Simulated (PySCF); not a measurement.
SMILES O=C1CCC[N]1 (C4H6NO), doublet, PBE0/def2-SVP optimised geometry. Atoms within 1.6 Å of the plane z = 0.6 Å (x, y, z in Å): O1 (-2.24, 0.48, 0.03), C2 (-1.07, 0.17, 0.00), C3 (0.12, 1.13, -0.01), C4 (1.28, 0.24, -0.43), C5 (0.78, -1.15, 0.00), N6 (-0.64, -1.15, 0.00), H7 (0.24, 1.52, 1.01), H8 (-0.08, 1.99, -0.67), H10 (2.24, 0.51, 0.02), H11 (1.10, -1.39, 1.04), H12 (1.17, -1.99, -0.61).

Level of theory: PySCF with unrestricted PBE0/def2-TZVP.

Map of the log10 of the electron density (e/bohr³), floored at −4 on the plane z = 0.6 Å:

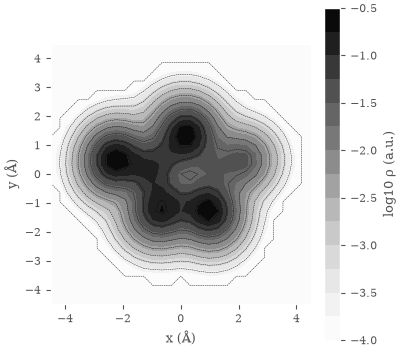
Log10 of the electron density (e/bohr³), floored at −4 on the plane z = 0.6 Å.
